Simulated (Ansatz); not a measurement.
**One shape, several levels: [BH4]− (SMILES [H][B-]([H])([H])[H])**

Aim: a comparison of 3 runs (PBE0/6-31G, SVWN5/6-31G, CCSDT(Q)/6-31G) of [BH4]−. 

Program for the calculation: Ansatz 0.2.0.

### Step 1. The system as given

[BH4]−: 5 atoms, total charge -1, spin state singlet. SMILES: `[H][B-]([H])([H])[H]`. The H3–B1 distance was set to 1.536 Å, away from the relaxed value.

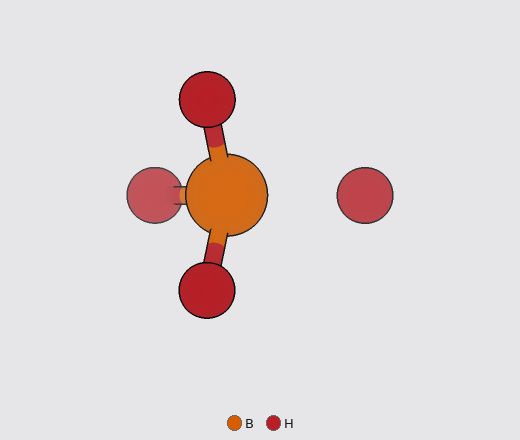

The structure, seen from a chosen angle (boron orange, hydrogen red).

### Step 2. The energy at PBE0/6-31G (run 1)

Input file run.yaml:

```yaml
crystal:
  periodic: [false, false, false]
  atoms:
    - {symbol: B, position_ang: [-0.288635, -0.003197, 0.105130]}
    - {symbol: H, position_ang: [-0.276755, -0.023587, 1.334300]}
    - {symbol: H, position_ang: [1.154650, 0.011840, -0.420810]}
    - {symbol: H, position_ang: [-0.876235, 1.004803, -0.282380]}
    - {symbol: H, position_ang: [-0.867565, -1.001887, -0.315510]}
basis:
  gaussian: {orbitals: 6-31G}
total_charge: -1
hamiltonian: {xc: pbe0}
accuracy: high
```

Run with:

```console
$ ansatz run run.yaml --threads 1 --pin off --max-ram 2610MiB --events-out events.jsonl --progress --plain --runs-dir runs
```

The log of the run:

```text
Warning: RAYON_NUM_THREADS=1 ignored (pool sized by the plan → 1); use --threads N
Functional definition: PBE0
  name "PBE0"
  parameter a = 0.25
  parameter kappa = 0.804
  parameter beta = 0.06672455060314922
  exchange = (1 - a)*pbe_x(kappa = kappa, mu = beta*pi^2/3) + a*exact_x
  correlation = pbe_c(beta = beta)
414 factors; integrals over basis functions are off by at most 2.4e-9 eV
mean field evaluation 1: about -739.1733 eV, gradient 3.6e0 eV
mean field evaluation 2: about -739.2354 eV, gradient 5.6e-1 eV
mean field evaluation 4: about -739.2369 eV, gradient 7.3e-2 eV
mean field evaluation 8: about -739.2281 eV, gradient 7.7e-5 eV
mean field -739.22811492 eV, -27.1661321565 hartree, gradient 1.0e-8 eV, S^2 0.000000; 0 other end points of the search recorded, 0 dependent functions left out
reference -739.22811636 eV, -27.1661322092 hartree; 5, 5 occupied and 12, 12 virtual orbitals, 414 factors
Total energy: -739.22811636 eV, -27.1661322092 hartree
```

It took 0.54 s on 1 thread of Arm Neoverse V2, shared host.

### Step 3. The energy at SVWN5/6-31G (run 2)

run.yaml, as its differences from that of step 2:

```diff
@@ -9,5 +9,7 @@
 basis:
-  gaussian: {orbitals: 6-31G}
+  gaussian:
+    orbitals: 6-31G
 total_charge: -1
-hamiltonian: {xc: pbe0}
+hamiltonian:
+  xc: {name: SVWN5}
 accuracy: high
```

Run with:

```console
$ ansatz run run.yaml --threads 1 --pin off --max-ram 2610MiB --events-out events.jsonl --progress --plain --runs-dir runs
```

The log of the run:

```text
Warning: RAYON_NUM_THREADS=1 ignored (pool sized by the plan → 1); use --threads N
Functional definition: SVWN5
  name "SVWN5"
  exchange = slater_x
  correlation = vwn5_c
414 factors; integrals over basis functions are off by at most 2.4e-9 eV
mean field evaluation 1: about -730.9300 eV, gradient 7.3e0 eV
mean field evaluation 2: about -731.0137 eV, gradient 5.9e0 eV
mean field evaluation 4: about -731.1367 eV, gradient 1.3e-1 eV
mean field evaluation 8: about -731.1269 eV, gradient 1.7e-3 eV
mean field evaluation 16: about -731.1269 eV, gradient 2.7e-9 eV
mean field -731.12686721 eV, -26.8684167943 hartree, gradient 2.7e-9 eV, S^2 0.000000; 0 other end points of the search recorded, 0 dependent functions left out
reference -731.12686906 eV, -26.8684168622 hartree; 5, 5 occupied and 12, 12 virtual orbitals, 414 factors
Total energy: -731.12686906 eV, -26.8684168622 hartree
```

Run time: 0.4 s. Hardware: 1 thread of Arm Neoverse V2, shared host.

### Step 4. The energy at CCSDT(Q)/6-31G (run 3)

run.yaml, as its differences from that of step 3:

```diff
@@ -1 +1,3 @@
+basis:
+  gaussian: {orbitals: 6-31G}
 crystal:
@@ -8,8 +10,5 @@
     - {symbol: H, position_ang: [-0.867565, -1.001887, -0.315510]}
-basis:
-  gaussian:
-    orbitals: 6-31G
+accuracy: high
 total_charge: -1
-hamiltonian:
-  xc: {name: SVWN5}
-accuracy: high
+scf: {omitted_lower_state_checks: [cluster_reference, increment]}
+correlation: {method: ccsdt_q, frozen_orbitals: {B: 1, H: 0}}
```

Run with:

```console
$ ansatz run run.yaml --threads 1 --pin off --max-ram 2610MiB --events-out events.jsonl --progress --plain --runs-dir runs
```

The log of the run, shortened:

```text
Warning: RAYON_NUM_THREADS=1 ignored (pool sized by the plan → 1); use --threads N
Functional definition: HF
  name "HF"
[...]
414 factors; integrals over basis functions are off by at most 2.4e-9 eV
[...]
mean field -732.91429606 eV, -26.9341035929 hartree, gradient 7.2e-8 eV, S^2 0.000000; 0 other end points of the search recorded, 0 dependent functions left out
1 core orbitals not correlated: weight in the atoms' cores, before any rotation towards them, 1.000 or more for the frozen orbitals, at most 0.000 for the correlated occupied ones
reference -732.91429606 eV, -26.9341035929 hartree; 4, 4 occupied and 12, 12 virtual orbitals, 414 factors
second order -2.10634246 eV of doubles, -0.00000000 eV of singles
cycle   1  -2.51851928 eV  change   -4.1e-1 eV  update   5.5e-2
[...]
cycle  19  -2.77111584 eV  change  -2.9e-10 eV  update  1.1e-10
perturbative correction 0.00114119 eV, 0.0000419380 hartree
Total energy: -735.68427071 eV, -27.0358982838 hartree
Checks for a lower state left out: cluster_reference, increment
```

Wall time 0.32 s (1 thread of Arm Neoverse V2, shared host).

### Step 5. Overview of the runs

| run | level | frozen core orbitals | energy (Eh) | wall time |
| --- | --- | --- | --- | --- |
| 1 | PBE0/6-31G | – | -27.166132 | 0.54 s |
| 2 | SVWN5/6-31G | – | -26.868417 | 0.4 s |
| 3 | CCSDT(Q)/6-31G | 1 | -27.035898 | 0.32 s |

### Step 6. Outcome

| quantity | value |
| --- | --- |
| run 3: total energy | -27.03590 Eh |
| run 3: correlation energy (1 core orbital frozen) | -101.8 mEh |
| run 3: T1 diagnostic | 0.009 |

Totals of different functionals can't be ranked against each other. All runs together took 1.3 s, the longest 0.54 s.
